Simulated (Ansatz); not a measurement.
## Convergence of a linear-scaling basis for twisted Ti2CO2 MXene bilayer, 21.79° (70 atoms)

Aim: test how closely localised support functions follow the reference on twisted Ti2CO2 MXene bilayer, 21.79° (70 atoms), and at what cost. A setting counts as converged where the r.m.s. difference of forces stays under 1 % of the r.m.s. force.

Calculated with Ansatz 0.2.0; Kohn-Sham DFT, PBE+D4, PAW (set soft_2), plane waves.

**1. The structure**

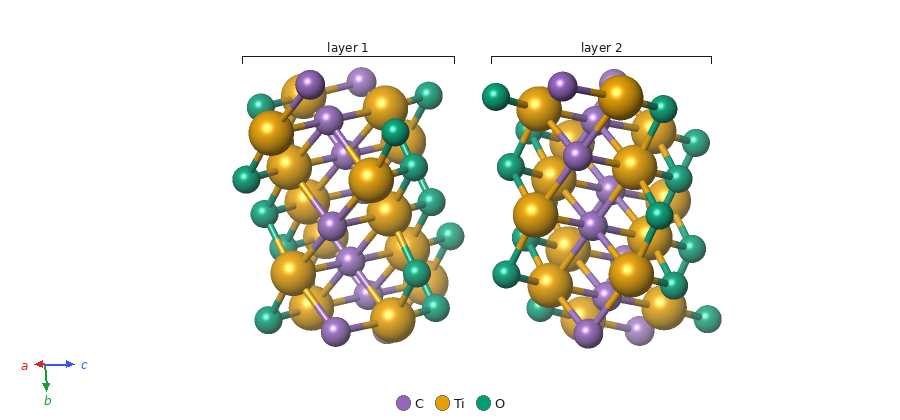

The cell as given, from the side, with the c axis across the page (carbon purple, titanium orange, oxygen teal). Some periodic images of atoms are drawn too.

The cell holds 70 atoms: 14 C, 28 Ti and 28 O. Its edges and angles: a = 8.017 Å, b = 8.017 Å, c = 23.630 Å, α = 90.0°, β = 90.0°, γ = 120.0°. It derives from Ti2CO2 (Ti2CO2 MXene). Ti2CO2 MXene (a = 3.03 Å) under Ti2CO2 MXene (a = 3.03 Å), bilayer, commensurate cell of 7 unit cells a layer, twist 21.79 deg; facing planes 2.75 Å apart; 12 Å of vacuum; layers as built, displaced by a Gaussian of 0.01 Å. Regions: layer 1, 35 atoms (7 C, 14 Ti and 14 O); layer 2, 35 atoms (7 C, 14 Ti and 14 O). Vacuum lies along c.

Limits known from the start: Beside vacuum, support functions can miss their usual error bounds without a warning. The main run has no spin polarisation, so moments on Ti can't form in it, and no Hubbard term.

**2. Plane-wave single point**

This run is the reference for what follows, at a cutoff of 420 eV.

input.yaml

```yaml
crystal:
  lattice:
    - [8.0166, 0.0, 0.0]
    - [-4.0083, 6.94258, 0.0]
    - [0.0, 0.0, 23.63]
  atoms:
    - { symbol: C, position: [0.99746, 0.99652, 0.34814] }
    - { symbol: Ti, position: [0.18938, 0.2367, 0.40296] }
    - { symbol: Ti, position: [0.23949, 0.05155, 0.29185] }
    - { symbol: O, position: [0.24032, 0.04828, 0.44232] }
    - { symbol: O, position: [0.19151, 0.23875, 0.25472] }
    - { symbol: C, position: [0.14183, 0.42845, 0.3474] }
    - { symbol: Ti, position: [0.33401, 0.66912, 0.40333] }
    - { symbol: Ti, position: [0.38277, 0.47708, 0.29206] }
    - { symbol: O, position: [0.38234, 0.47754, 0.44124] }
    - { symbol: O, position: [0.33212, 0.66501, 0.25418] }
    - { symbol: C, position: [0.28475, 0.85535, 0.34771] }
    - { symbol: Ti, position: [0.47625, 0.09644, 0.40342] }
    - { symbol: Ti, position: [0.52304, 0.90528, 0.29239] }
    - { symbol: O, position: [0.5227, 0.90463, 0.44183] }
    - { symbol: O, position: [0.47696, 0.09464, 0.25367] }
    - { symbol: C, position: [0.42959, 0.28673, 0.34694] }
    - { symbol: Ti, position: [0.61838, 0.52245, 0.40343] }
    - { symbol: Ti, position: [0.66572, 0.33383, 0.29221] }
    - { symbol: O, position: [0.66715, 0.33375, 0.44217] }
    - { symbol: O, position: [0.6197, 0.524, 0.25372] }
    - { symbol: C, position: [0.57216, 0.71622, 0.34805] }
    - { symbol: Ti, position: [0.76341, 0.95058, 0.40347] }
    - { symbol: Ti, position: [0.80879, 0.76164, 0.2926] }
    - { symbol: O, position: [0.81095, 0.76162, 0.44137] }
    - { symbol: O, position: [0.76083, 0.95236, 0.25396] }
    - { symbol: C, position: [0.71311, 0.14339, 0.34837] }
    - { symbol: Ti, position: [0.90562, 0.38338, 0.40393] }
    - { symbol: Ti, position: [0.95149, 0.19273, 0.29244] }
    - { symbol: O, position: [0.95299, 0.18879, 0.44192] }
    - { symbol: O, position: [0.90655, 0.38173, 0.2539] }
    - { symbol: C, position: [0.8605, 0.57125, 0.34842] }
    - { symbol: Ti, position: [0.04656, 0.808, 0.40334] }
    - { symbol: Ti, position: [0.09659, 0.62017, 0.29222] }
    - { symbol: O, position: [0.09547, 0.61888, 0.44177] }
    - { symbol: O, position: [0.0488, 0.81049, 0.25331] }
    - { symbol: C, position: [0.14182, 0.71295, 0.65173] }
    - { symbol: Ti, position: [0.37864, 0.90244, 0.70739] }
    - { symbol: Ti, position: [0.33127, 0.66726, 0.59637] }
    - { symbol: O, position: [0.33151, 0.66533, 0.74547] }
    - { symbol: O, position: [0.38042, 0.90522, 0.55876] }
    - { symbol: C, position: [0.00233, 0.0018, 0.65176] }
    - { symbol: Ti, position: [0.23955, 0.19121, 0.7082] }
    - { symbol: Ti, position: [0.18997, 0.9519, 0.59694] }
    - { symbol: O, position: [0.19005, 0.95153, 0.74667] }
    - { symbol: O, position: [0.2368, 0.18805, 0.55869] }
    - { symbol: C, position: [0.28855, 0.42989, 0.65224] }
    - { symbol: Ti, position: [0.52387, 0.61818, 0.70805] }
    - { symbol: Ti, position: [0.47524, 0.38048, 0.59711] }
    - { symbol: O, position: [0.47728, 0.38027, 0.74699] }
    - { symbol: O, position: [0.5242, 0.61858, 0.55895] }
    - { symbol: C, position: [0.57382, 0.85699, 0.65212] }
    - { symbol: Ti, position: [0.80976, 0.04827, 0.70814] }
    - { symbol: Ti, position: [0.7623, 0.8095, 0.59715] }
    - { symbol: O, position: [0.76278, 0.80978, 0.74599] }
    - { symbol: O, position: [0.80954, 0.04619, 0.55828] }
    - { symbol: C, position: [0.43108, 0.14693, 0.65164] }
    - { symbol: Ti, position: [0.66982, 0.33237, 0.70748] }
    - { symbol: Ti, position: [0.61998, 0.09705, 0.59693] }
    - { symbol: O, position: [0.61976, 0.09651, 0.74634] }
    - { symbol: O, position: [0.66575, 0.33166, 0.55849] }
    - { symbol: C, position: [0.7142, 0.56934, 0.65282] }
    - { symbol: Ti, position: [0.95409, 0.76319, 0.70796] }
    - { symbol: Ti, position: [0.90402, 0.52296, 0.59711] }
    - { symbol: O, position: [0.90495, 0.52482, 0.74608] }
    - { symbol: O, position: [0.95367, 0.76313, 0.55762] }
    - { symbol: C, position: [0.85543, 0.28489, 0.65216] }
    - { symbol: Ti, position: [0.0948, 0.47407, 0.7081] }
    - { symbol: Ti, position: [0.04718, 0.23917, 0.59679] }
    - { symbol: O, position: [0.04807, 0.23963, 0.74575] }
    - { symbol: O, position: [0.09621, 0.47869, 0.55864] }
kpoints:
  mp_grid: { grid: [3, 3, 1] }
hamiltonian:
  xc: pbe
  dispersion: d4
scf:
  occupations: { method: gaussian, width: 0.05 }
output:
  forces: true
  populations: intrinsic
  dos:
    method: { smearing: { sigma: 0.1 } }
    de: 0.1
    projected:
      site_lists:
        C: [C]
        O: [O]
        Ti: [Ti]
        layer_1: [0, 1, 2, 3, 4, 5, 6, 7, 8, 9, 10, 11, 12, 13, 14, 15, 16, 17, 18, 19, 20, 21, 22, 23, 24, 25, 26, 27, 28, 29, 30, 31, 32, 33, 34]
        layer_2: [35, 36, 37, 38, 39, 40, 41, 42, 43, 44, 45, 46, 47, 48, 49, 50, 51, 52, 53, 54, 55, 56, 57, 58, 59, 60, 61, 62, 63, 64, 65, 66, 67, 68, 69]
  eigenvalues: true
  write_density: true
  write_potential: true
  volumetric_format: npy
  elf: true
```

Run with:

```bash
$ ansatz run input.yaml --threads 4 --pin off --max-ram 8192MiB --backend cpu --events-out ev --progress --plain --runs-dir out
```

Numbers of over 12 decimals in the logs are rounded to 6 here.

The program printed:

```text
Engine: ansatz 0.2.0, x86_64-unknown-linux-gnu
Pseudopotentials: kind: paw
Pseudopotential: C, paw, valence charge 4, recommended cutoff 420 eV (normal), C.paw.azcp
Pseudopotential: Ti, paw, valence charge 12, recommended cutoff 420 eV (normal), Ti.paw.azcp
Pseudopotential: O, paw, valence charge 6, recommended cutoff 420 eV (normal), O.paw.azcp
Functional definition: PBE
  parameter kappa = 0.804
  parameter beta = 0.066725
  exchange = pbe_x(kappa = kappa, mu = beta*pi^2/3)
  correlation = pbe_c(beta = beta)
Crystal: 70 atoms, lattice volume = 1315.149 Å³
Basis set: ecut = 420 eV, 25825 PW (Γ), exchange–correlation on 108×108×320 points (8 copies of the dense FFT grid, shifted against one another)
Bands: 350, of which v1, the nominal top of the filled ones, is band 280 counted from 1 (279 counted from 0)
Symmetry: 1 space group operations
Space group: P1 (ITA 1), of the structure as read, at distance tolerance 1.1e-4 Å
k-points: 5 of 9 (time reversal used)
Non-local potential: C, projectors of the file, l = 0: 2, l = 1: 2, l = 2: 1
Non-local potential: Ti, projectors of the file, l = 0: 3, l = 1: 2, l = 2: 3, l = 3: 1
Non-local potential: O, projectors of the file, l = 0: 2, l = 1: 2, l = 2: 1
PAW form: soft (Blöchl's): semilocal exchange-correlation on the pseudo side does not see the compensation charge
PAW one-centre angular grid: C, 110 points (default); XC on 64 Gauss nodes
PAW one-centre angular grid: Ti, 590 points (default); XC on 64 Gauss nodes
PAW one-centre angular grid: O, 110 points (default); XC on 64 Gauss nodes
Initial density: superposition of atomic densities (neutral atoms: chi_scale 0, normalization atom), corrected by the library's trained network
Initial wavefunctions: pseudopotential atomic-orbital guess
Functional: x = pbe(κ = 0.804, μ = 0.219515), c = pbe(β = 0.066725)
SCF iter   1: F=—  HF=-89478.860523 eV  |F-HF|=—  |Δ(HF+E_count)|=         —  Δρ=5.18e-3  dr2=5.69e-1  ethr=1.77e-3  ⟨swp⟩=6.2  Hψ=7428  notcnv=0
preconditioner: auto → Resta (q_TF=auto, 2.366 Å⁻¹)  ε∞=5.7  [insulator: Δε(μ)=0.404 eV  Ē_g=8.657 eV  σ=0.050 eV  W_gap=1.00  n_scr=262 (ndim 8)  ℏωp=18.8 eV  f_vac=0.428  D(μ)=0.00/eV (n_scr^D=0)  ε∞_Penn≈5.7  vacuum switching on, ρ_ref=5.4e-3 e/Å³]
SCF iter   2: F=—  HF=-89478.784692 eV  |F-HF|=—  |Δ(HF+E_count)|=   7.58e-2  Δρ=2.99e-3  dr2=1.99e-1  ethr=1.02e-4  ⟨swp⟩=2.0  Hψ=2773  notcnv=0  defer=292
SCF iter   3: F=—  HF=-89478.768948 eV  |F-HF|=—  |Δ(HF+E_count)|=   1.57e-2  Δρ=1.63e-3  dr2=9.16e-2  ethr=3.55e-5  ⟨swp⟩=2.0  Hψ=2163  notcnv=0  defer=292
SCF iter   4: F=—  HF=-89478.766979 eV  |F-HF|=—  |Δ(HF+E_count)|=   1.97e-3  Δρ=9.73e-4  dr2=3.06e-2  ethr=1.64e-5  ⟨swp⟩=2.6  Hψ=2109  notcnv=0  defer=292
SCF iter   5: F=—  HF=-89478.763956 eV  |F-HF|=—  |Δ(HF+E_count)|=   3.02e-3  Δρ=3.69e-4  dr2=3.37e-3  ethr=5.46e-6  ⟨swp⟩=2.8  Hψ=2211  notcnv=0  defer=292
SCF iter   6: F=—  HF=-89478.763396 eV  |F-HF|=—  |Δ(HF+E_count)|=   5.60e-4  Δρ=3.81e-4  dr2=2.89e-3  ethr=6.01e-7  ⟨swp⟩=3.2  Hψ=2442  notcnv=0  defer=292
SCF iter   7: F=—  HF=-89478.762784 eV  |F-HF|=—  |Δ(HF+E_count)|=   6.12e-4  Δρ=1.15e-4  dr2=2.11e-4  ethr=5.16e-7  ⟨swp⟩=2.0  Hψ=2075  notcnv=0  defer=292
SCF iter   8: F=—  HF=-89478.762703 eV  |F-HF|=—  |Δ(HF+E_count)|=   8.07e-5  Δρ=6.94e-5  dr2=8.11e-5  ethr=3.76e-8  ⟨swp⟩=3.0  Hψ=3032  notcnv=0  defer=292
SCF iter   9: F=—  HF=-89478.763072 eV  |F-HF|=—  |Δ(HF+E_count)|=   3.69e-4  Δρ=3.88e-5  dr2=2.73e-5  ethr=1.45e-8  ⟨swp⟩=2.0  Hψ=2583  notcnv=0  defer=282
SCF iter  10: F=—  HF=-89478.763067 eV  |F-HF|=—  |Δ(HF+E_count)|=   5.47e-6  Δρ=1.29e-5  dr2=2.22e-6  ethr=4.87e-9  ⟨swp⟩=2.2  Hψ=2158  notcnv=0  defer=282
SCF iter  11: F=—  HF=-89478.763068 eV  |F-HF|=—  |Δ(HF+E_count)|=   1.61e-6  Δρ=6.84e-6  dr2=1.29e-6  ethr=3.96e-10  ⟨swp⟩=3.4  Hψ=3101  notcnv=0  defer=282
SCF iter  12: F=—  HF=-89478.763069 eV  |F-HF|=—  |Δ(HF+E_count)|=   2.66e-8  Δρ=3.62e-6  dr2=2.49e-7  ethr=2.31e-10  ⟨swp⟩=2.0  Hψ=2052  notcnv=0  defer=282
SCF iter  13: F=-89478.763069 eV  HF=-89478.763069 eV  |F-HF|=1.53e-8  |Δ(HF+E_count)|=   9.12e-8  Δρ=1.84e-6  dr2=7.85e-8  ethr=1.79e-11  ⟨swp⟩=18.0  Hψ=13978  notcnv=0
SCF 1 converged in 13 iterations: F = -89478.763069 eV  dr2 = 7.85e-8
  greatest PAW one-centre occupation: 0.999 electrons in one spin orbital (limit 2), on the Ti atom at site 42 (counted from 0), in its partial waves of l = 0
WARN: The output density's exchange-correlation potential varies sharply where the density is thin. Do not read a vacuum level from v_tot or v_xc, or from such a field of the output density. On a cell that repeats whose density bears no net charge and no dipole along the vacuum's axis use v_es (v_loc + v_h of the components); [...]
SCF converged after 13 iterations
Free energy (F): -89478.763069 eV
Harris-Foulkes:  -89478.763069 eV  (|F-HF|=1.53e-8)
Internal energy: -89478.763069 eV  (E = F + TS)
E sigma→0 (E₀):  -89478.763069 eV
Entropy (-TS):   -0.000000 eV (-0.000 meV/atom)
Fermi energy:    4.451033 eV
--- Per-component energies (eV) ---
  E_band       = -8870.743194
  E_kinetic    = 13778.491469
  E_local      = -396095.733334  (includes V_loc(G=0)·N_el)
  E_nonlocal   = 1827.145972
  E_hartree    = 192166.972877
  E_xc         = -5506.085118
  E_vxc        = -6935.620860  (∫ρ·V_xc dr)
  E_paw        = -35083.262841  (= ΣΔE_a)
  E_vpaw       = -5779.152007  (= ΣTr[D̂ρ^β])
  E_aug_tail   = 0.073422  (compensation charges beyond the density's cutoff)
  E_ewald      = 139446.936563
  E_disp       = -13.302078  (pairwise vdW)
  E_smearing   = -0.000000  (= −TS)
  E_closure    = -0.000000  (closes the sum)
  Σ components = -89478.763069   (vs F -89478.763069, Δ=0.00e0)
--- Forces (eV/Å), atoms counted from 1 ---
  atom   1  C      0.16233725     0.31269111    -0.05919768
  atom   2  Ti    -0.13605210     0.11721766     0.07566273
  atom   3  Ti    -0.00263779    -0.53754872     0.14173281
  atom   4  O     -0.12558535    -0.01539004    -0.43212073
  atom   5  O     -0.06698469    -0.01506736    -0.13550539
  atom   6  C      0.14539384    -0.09222548     0.21387818
  atom   7  Ti     0.13297722    -0.06831076    -0.14693830
  atom   8  Ti    -0.25149065     0.08609047     0.26065451
  atom   9  O     -0.00414055    -0.20116977    -0.18934956
  atom  10  O      0.12282680     0.13263579     0.01168665
  atom  11  C      0.04021812     0.22479743     0.05757152
  atom  12  Ti     0.15929596    -0.23619561    -0.07579860
  atom  13  Ti     0.11924329     0.04488636     0.18392432
  atom  14  O      0.08128762     0.01481617    -0.21504219
[...]
atom  69  O      0.05802793    -0.09202583     0.07997968
  atom  70  O      0.01472161    -0.21668506     0.06783587
  max |Σ_I F_I| component: 1.51e-4 eV/Å
--- Band table (eV; the first three rows and the last of 5) ---
  k-point 0: bands = ["-53.4918", "-53.4574", "-53.4571", "-53.4493", [... 334 levels ...], "6.6900", "6.6989", "6.7072", "6.7120", "6.7210", "6.7374", "6.7446", "6.7511", "6.7544", "6.7628", "6.7750", "6.7783"]
[...]
--- intrinsic populations: 70 sites ---
  site symbol       q [e]
     0      C      4.9429
     1     Ti     10.8911
     2     Ti     10.8820
[...]
69      O      6.6327
  spilling = 0.000000 (of n_electrons = 560.000000)
```

Elapsed: 3.1 min, on 4 threads of Intel Xeon Platinum 8375C at 2.90GHz (Ice Lake), shared host; peak memory 5.1 GiB.

In the SCF lines HF is the Harris–Foulkes energy and dr2 the Hartree energy of the density residual, in eV; the loop may stop once dr2 is under the threshold and the program's other checks hold. Hψ counts applications of the Hamiltonian.

The program notes that it cut back its work space to fit the memory limit and the exchange-correlation potential is rough where the density is thin.

Numbers from this run:

```yaml
free_energy: -89478.7631 eV
free_energy_per_atom: -1278.2680 eV/atom
scf_cycles: 13
r_m_s_force_component: 0.1788 eV/Å
longest_force: 0.6056 eV/Å
fermi_energy: 4.451 eV
spacing_of_highest_filled_and_lowest_empty_level: 0.3509 eV
potential_in_mid_vacuum_over_the_fermi_level: 5.557 eV
potential_4p5_a_over_the_upper_face: 5.551 eV
potential_4p5_a_under_the_lower_face: 5.564 eV
```

The r.m.s. force component of 0.18 eV/Å sets the scale for the differences below.

**3. Support functions medium**

With localised support functions most steps grow linearly with size, though the diagonalisation grows faster unless the density matrix is cut; this run measures error and cost at this size. Besides, the program derives a nominal cutoff of 464 eV for this run, against the reference's 420.

This step: Kohn-Sham DFT, PBE+D4, PAW (set soft_2), localised support functions (medium) (Ansatz 0.2.0).

input.yaml, the sections that differ from step 2:

```yaml
scf:
  occupations: { method: gaussian, width: 0.05 }
  eigensolver: { kind: { support_functions: { accuracy: medium } } }
  mixing: { beta: 0.2 }
  max_iter: 150
output:
  forces: true
# crystal, kpoints, hamiltonian: as in step 2
```

The program printed:

```text
Warning: scf.eigensolver.kind.support_functions: disabling space-group detection — the functions' gradient is summed over unrotated k-points, so no spatial operation reduces the k-mesh or symmetrises the density; time reversal is kept, so that k and −k are solved as one point where they differ and the mesh holds both, and exact exchange and, on two spinor components, a DFT+U term hold to it where the run has them: [...]
Warning: basis.ecutwfc = 464 eV, auto-derived: no grid that the accuracy of the support functions lays serves the files at the lower one that their records recommend; a deck with other species or settings can derive another value
settings of this run that can trade accuracy for cost: scf.eigensolver.kind.support_functions [...]
[...]
Crystal: 70 atoms, lattice volume = 1315.149 Å³
Basis set: ecut = 464 eV, 29753 PW (Γ), exchange–correlation on 120×120×360 points (8 copies of the dense FFT grid, shifted against one another)
Bands: 336, of which v1, the nominal top of the filled ones, is band 280 counted from 1 (279 counted from 0)
Symmetry: 1 space group operations
k-points: 5 of 9 (time reversal used)
[...]
SCF iter   1: F=—  HF=-89560.549888 eV  |F-HF|=—  |Δ(HF+E_count)|=         —  Δρ=1.65e-1  dr2=4.34e2  ethr=1.00e-1
[...]
SCF iter  20: F=—  HF=-89479.056138 eV  |F-HF|=—  |Δ(HF+E_count)|=   5.04e-4  Δρ=2.31e-5  dr2=4.24e-6  ethr=1.28e-9  κ⁻¹=7.8e-5(r=7)
SCF iter  21: F=-89479.056135 eV  HF=-89479.056135 eV  |F-HF|=6.09e-7  |Δ(HF+E_count)|=   2.28e-6  Δρ=7.53e-6  dr2=8.87e-7  ethr=7.57e-10
SCF 1 converged in 21 iterations: F = -89479.068014 eV  dr2 = 8.87e-7
[...]
SCF converged after 21 iterations
Stability not checked: this state was not tested for a lower state beside it, because the mixer in use, unlike msr1, does not test its closes by its own steps (another_mixer; see scf.mixing.algorithm and scf.lower_state_search)
Free energy (F): -89479.068014 eV
[...]
Internal energy: -89479.068014 eV  (E = F + TS)
E sigma→0 (E₀):  -89479.068014 eV
Entropy (-TS):   -0.000000 eV (-0.000 meV/atom)
Fermi energy:    4.451385 eV
[...]
Σ components = -89479.068014   (vs F -89479.068014, Δ=0.00e0)
--- Forces (eV/Å), atoms counted from 1 ---
  atom   1  C      0.16225402     0.31287505    -0.05885393
  atom   2  Ti    -0.13623025     0.11718119     0.07246858
  atom   3  Ti    -0.00306494    -0.53725935     0.14331624
  atom   4  O     -0.12538372    -0.01532781    -0.43208332
[...]
atom  70  O      0.01506545    -0.21658589     0.06821556
  max |Σ_I F_I| component: 1.86e-3 eV/Å
--- Band table (eV; the first three rows and the last of 5) ---
[...]
guard bands above this table: 48 of the run's 336 bands (output.publish_guard_bands: true publishes all)
[...]
```

Elapsed: 5.4 min, on 4 threads; peak memory 4.7 GiB.

The program notes that the band table was not solved further than the SCF left it and it switched symmetry off.

Keys that differ from the reference: support_functions.accuracy = "medium", scf.max_iter = 150 and scf.mixing.beta = 0.2.

Forces differ from the reference by 0.9 meV/Å r.m.s., 0.50 % of their size, within a tolerance of 1 %; the energy by -4.4 meV/atom. It took 5.4 min and 21 cycles; the reference's time can't be set against it, since the two runs asked for unlike analyses. The two runs also began from different starting densities, which bears on cycles and time.

**4. Support functions low**

With localised support functions most steps grow linearly with size, though the diagonalisation grows faster unless the density matrix is cut; this run measures error and cost at this size.

This step: Kohn-Sham DFT, PBE+D4, PAW (set soft_2), localised support functions (low) (Ansatz 0.2.0).

input.yaml, the sections that differ from step 3:

```yaml
scf:
  occupations: { method: gaussian, width: 0.05 }
  eigensolver: { kind: { support_functions: { accuracy: low } } }
  mixing: { beta: 0.2 }
  max_iter: 150
# crystal, kpoints, hamiltonian, output: as in step 3
```

The program printed:

```text
[...]
Crystal: 70 atoms, lattice volume = 1315.149 Å³
Basis set: ecut = 420 eV, 25825 PW (Γ), exchange–correlation on 120×120×360 points (8 copies of the dense FFT grid, shifted against one another)
Bands: 336, of which v1, the nominal top of the filled ones, is band 280 counted from 1 (279 counted from 0)
Symmetry: 1 space group operations
k-points: 5 of 9 (time reversal used)
[...]
SCF iter   1: F=—  HF=-89560.545106 eV  |F-HF|=—  |Δ(HF+E_count)|=         —  Δρ=1.65e-1  dr2=4.34e2  ethr=1.00e-1
[...]
SCF iter  18: F=—  HF=-89479.054683 eV  |F-HF|=—  |Δ(HF+E_count)|=   6.28e-4  Δρ=4.81e-5  dr2=2.23e-5  ethr=9.94e-9  κ⁻¹=7.8e-6(r=7)
SCF iter  19: F=-89479.055260 eV  HF=-89479.055263 eV  |F-HF|=3.28e-6  |Δ(HF+E_count)|=   5.80e-4  Δρ=2.72e-5  dr2=7.30e-6  ethr=3.97e-9
SCF 1 converged in 19 iterations: F = -89479.067973 eV  dr2 = 7.30e-6
[...]
SCF converged after 19 iterations
[...]
Free energy (F): -89479.067973 eV
[...]
Internal energy: -89479.067973 eV  (E = F + TS)
E sigma→0 (E₀):  -89479.067973 eV
Entropy (-TS):   -0.000000 eV (-0.000 meV/atom)
Fermi energy:    4.451113 eV
[...]
Σ components = -89479.067973   (vs F -89479.067973, Δ=0.00e0)
--- Forces (eV/Å), atoms counted from 1 ---
  atom   1  C      0.16227571     0.31284104    -0.05899477
  atom   2  Ti    -0.13620858     0.11722192     0.07254106
  atom   3  Ti    -0.00307449    -0.53719172     0.14312738
  atom   4  O     -0.12540310    -0.01533280    -0.43202146
[...]
atom  70  O      0.01499487    -0.21664361     0.06810023
  max |Σ_I F_I| component: 1.87e-3 eV/Å
--- Band table (eV; the first three rows and the last of 5) ---
[...]
```

The job ended after 4.3 min (4 threads; peak memory 4.6 GiB).

Keys that differ from the reference: support_functions.accuracy = "low", scf.max_iter = 150 and scf.mixing.beta = 0.2.

Forces differ from the reference by 0.85 meV/Å r.m.s., 0.48 % of their size, within a tolerance of 1 %; the energy by -4.4 meV/atom. The two runs also began from different starting densities, which bears on cycles and time.

(Part 1 of 3 ends here.)

[Logs are printed without paths, hosts, clocks, repeated set-up lines and the standing remarks that a program may print on its own settings, such as how far it seeks lower states.]

[Hosts, paths, dates, database ids (printed as entryN), source tags and the programs' standing remarks are cut or masked in the printed files.]
